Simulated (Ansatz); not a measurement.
**wB97M-V/STO-3G run of GeH2F− (SMILES [F][GeH2-])**

Aim: the energy change on altering one bond length of GeH2F− at wB97M-V/STO-3G, from 2 runs. 

The calculation is run with Ansatz 0.2.0.

5 further runs of the same task are left out: 5 that didn't finish.

**1. The structure to begin with**

GeH2F− has 4 atoms, charge -1, and is taken as a singlet. SMILES: `[F][GeH2-]`. The shape comes from GFN2-xTB, which is rough for such elements, and wasn't checked as a minimum.

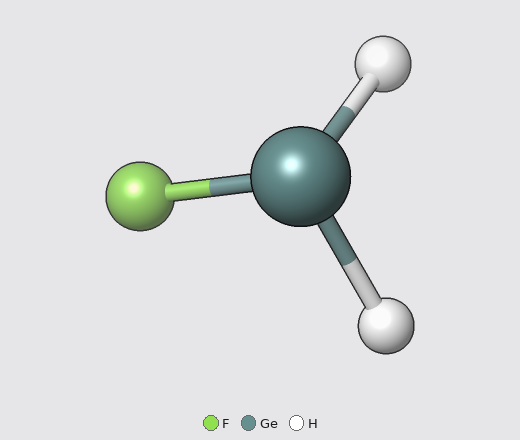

The structure, seen from a chosen angle (fluorine green, germanium teal, hydrogen white).

**2. A single-point energy at wB97M-V/STO-3G**

The input, job.yaml:

```yaml
crystal:
  periodic: [false, false, false]
  atoms:
    - {symbol: F, position_ang: [0.083660, -0.585730, 1.616660]}
    - {symbol: Ge, position_ang: [0.551710, -0.433670, -0.262640]}
    - {symbol: H, position_ang: [-1.254550, -0.490040, -0.992470]}
    - {symbol: H, position_ang: [0.619180, 1.509430, -0.361540]}
basis:
  gaussian:
    orbitals: STO-3G
total_charge: -1
hamiltonian:
  xc: {name: wB97M-V}
accuracy: high
```

Command:

```
ansatz run job.yaml --threads 1 --pin off --max-ram 2610MiB --events-out events.jsonl --progress --plain --runs-dir runs
```

Standard output:

```text
Warning: RAYON_NUM_THREADS=1 ignored (pool sized by the plan → 1); use --threads N
Functional definition: wB97M-V
  name "wB97M-V"
  parameter omega = 0.3/bohr
  parameter cx = 0.15
  parameter cx01 = 1.007
  parameter cx10 = 0.259
  parameter css00 = 0.443
  parameter css04 = -1.437
  parameter css10 = -4.535
  parameter css20 = -3.390
  parameter css43 = 4.278
  parameter cos00 = 1.000
  parameter cos10 = 1.358
  parameter cos20 = 2.924
  parameter cos21 = -8.812
  parameter cos60 = -1.390
  parameter cos61 = 9.142
  parameter b = 6.0
  parameter c = 0.01
  gx(w, u) = 1 - cx + cx01*u + cx10*w
  gss(w, u) = css00 + css04*u^4 + css10*w + css20*w^2 + css43*w^4*u^3
  gos(w, u) = cos00 + cos10*w + (cos20 + cos21*u)*w^2 + (cos60 + cos61*u)*w^6
  exchange = spin_sum(e_x_unif_sr(omega)*gx(b97_w, b97_u_x)) + cx*exact_x_sr(omega) + exact_x_lr(omega)
  correlation = spin_sum(e_c_pw_mod_same_spin*gss(b97_w, b97_u_same))
      + integral(e_c_pw_mod_opposite_spin*gos(b97_w_opposite, b97_u_opposite)) + vv10(b, c)
345 factors; integrals over basis functions are off by at most 2.4e-8 eV
116 factors; integrals over basis functions are off by at most 1.2e-9 eV
mean field evaluation 1: about -58568.8591 eV, gradient 2.1e1 eV
mean field evaluation 2: about -58570.6291 eV, gradient 1.0e1 eV
mean field evaluation 4: about -58571.2005 eV, gradient 6.1e-1 eV
mean field evaluation 8: about -58571.1624 eV, gradient 1.6e-2 eV
mean field evaluation 16: about -58571.1624 eV, gradient 5.3e-6 eV
mean field -58571.16242586 eV, -2152.4505181905 hartree, gradient 3.2e-8 eV, S^2 0.000000; 0 other end points of the search recorded, 0 dependent functions left out
reference -58571.16242806 eV, -2152.4505182714 hartree; 22, 22 occupied and 3, 3 virtual orbitals, 345 factors
Total energy: -58571.16242806 eV, -2152.4505182714 hartree
```

It took 17 s on 1 thread of Arm Neoverse V1, shared host; peak memory 0.25 GiB.

**3. The distorted shape at the same level**

The input, molecule.yaml:

```yaml
crystal:
  periodic: [false, false, false]
  atoms:
    - {symbol: F, position_ang: [-0.033344, -0.623742, 2.086450]}
    - {symbol: Ge, position_ang: [0.551710, -0.433670, -0.262640]}
    - {symbol: H, position_ang: [-1.254550, -0.490040, -0.992470]}
    - {symbol: H, position_ang: [0.619180, 1.509430, -0.361540]}
basis:
  gaussian:
    orbitals: STO-3G
total_charge: -1
hamiltonian:
  xc: {name: wB97M-V}
accuracy: high
```

Command:

```
ansatz run molecule.yaml --threads 1 --pin off --max-ram 2610MiB --events-out events.jsonl --progress --plain --runs-dir runs
```

Standard output (excerpt; [...] marks lines left out):

```text
Warning: RAYON_NUM_THREADS=1 ignored (pool sized by the plan → 1); use --threads N
[... 2 set-up lines as earlier in the session ...]
[...]
  gx(w, u) = 1 - cx + cx01*u + cx10*w
  gss(w, u) = css00 + css04*u^4 + css10*w + css20*w^2 + css43*w^4*u^3
  gos(w, u) = cos00 + cos10*w + (cos20 + cos21*u)*w^2 + (cos60 + cos61*u)*w^6
[...]
      + integral(e_c_pw_mod_opposite_spin*gos(b97_w_opposite, b97_u_opposite)) + vv10(b, c)
332 factors; integrals over basis functions are off by at most 2.3e-8 eV
121 factors; integrals over basis functions are off by at most 8.5e-10 eV
[...]
mean field -58568.77948946 eV, -2152.3629468932 hartree, gradient 4.5e-8 eV, S^2 0.000000; 0 other end points of the search recorded, 0 dependent functions left out
reference -58568.77949167 eV, -2152.3629469741 hartree; 22, 22 occupied and 3, 3 virtual orbitals, 332 factors
Total energy: -58568.77949167 eV, -2152.3629469741 hartree
```

Run time: 20 s. Hardware: 1 thread of Arm Neoverse V1, shared host; peak memory 0.25 GiB.

**4. Outcome**

At wB97M-V/STO-3G:

```
                                                          quantity           value
                                         first shape: total energy  -2152.45052 Eh
                                     distorted shape: total energy  -2152.36295 Eh
energy change with the F1–Ge2 bond stretched from 1.943 to 2.428 Å        2.383 eV
```

With the F1–Ge2 bond stretched from 1.943 to 2.428 Å the energy rises by 2.38 eV (230 kJ/mol). The first shape isn't relaxed at this level, so the change isn't measured from a minimum. The minimal basis adds a large error of its own.
